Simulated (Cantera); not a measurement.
Charge: 1 mol NH3, 0.0065 mol SO2, 0.45 mol O2, equilibrated at 500 Pa.

These are equilibrium values from Cantera (NASA tables, ideal gas, pure condensed phases), not measurements of a reactor. Candidate condensed phases: H2O, H2SO4, S; 60 gas species. Ions and electrons are included (thermal ionisation). The numbers say what is thermodynamically allowed, not how fast it happens.

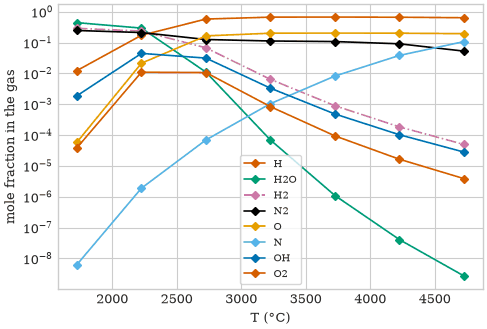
Figure: Equilibrium gas composition (values under 1e-9 drawn at 1e-9)

From 1727 °C to 4727 °C nothing is condensed.
